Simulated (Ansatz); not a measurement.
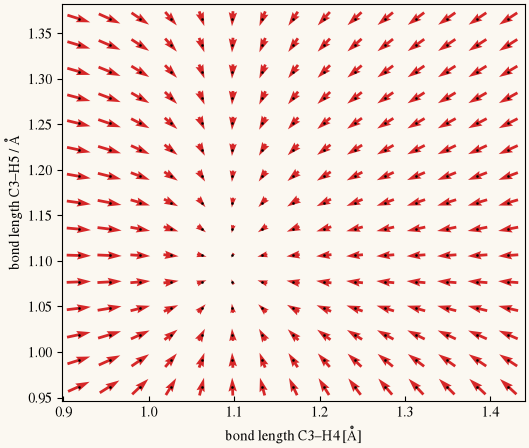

C2H2Na, SMILES C=[C+][Na], charge +1. The first coordinate is: bond length C3–H4; the second: bond length C3–H5. Nothing is relaxed (all other coordinates rigid). The grid has 15 × 15 points. Points are written as (first, second). These are results of RKS wB97X-V/def2-TZVP (Ansatz), not measurements.

In the figure: dots at the grid points, arrows along the force (downhill), their lengths compressed.

Question: The arrows alone are given. Where is the energy lowest?

Answer: The arrows converge at about (1.093 Å, 1.093 Å) (read from the interpolated surface).

The energy map of the same scan:

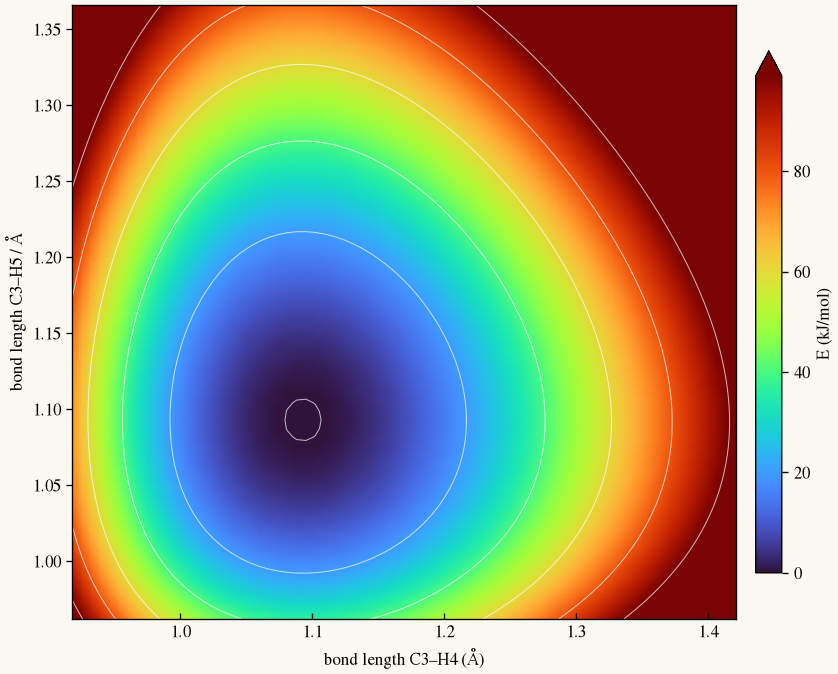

Energies are in kJ/mol, from the lowest grid point; between grid points the surface is interpolated.
